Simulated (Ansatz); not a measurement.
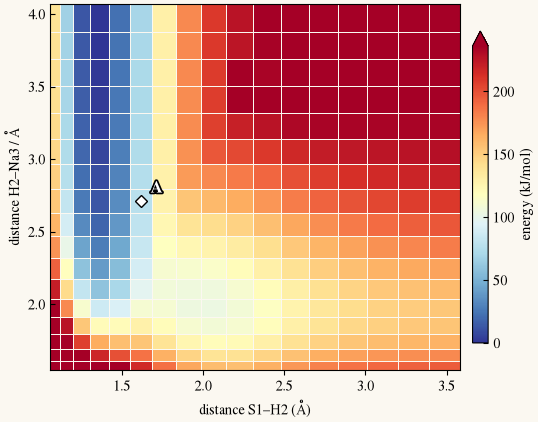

The system S + HNa, spin multiplicity 3. Coordinates scanned: (1) distance S1–H2; (2) distance H2–Na3. Nothing is relaxed (the angle S1–H2–Na3 is fixed at 90 degrees). The scan uses a 17 × 17 grid. Points are written as (first, second). Energies are in kJ/mol, from the lowest grid point. Energies and slopes of some neighbouring points disagree (a jump in structure or state, or too coarse a mesh). In part of the range the unrestricted reference is strongly spin-contaminated. Level of theory: UHF/def2-SVPD in Ansatz.

In the figure: one coloured cell a grid point, one colour for all values above the top of the scale, the point A.

> Which way does the force act at A, and how strong is it?

A, at (1.617 Å, 2.712 Å), is not a stationary point. The computed force is 360 kJ/mol for each Å towards smaller values of distance S1–H2 and 13 kJ/mol for each Å towards larger values of distance H2–Na3.
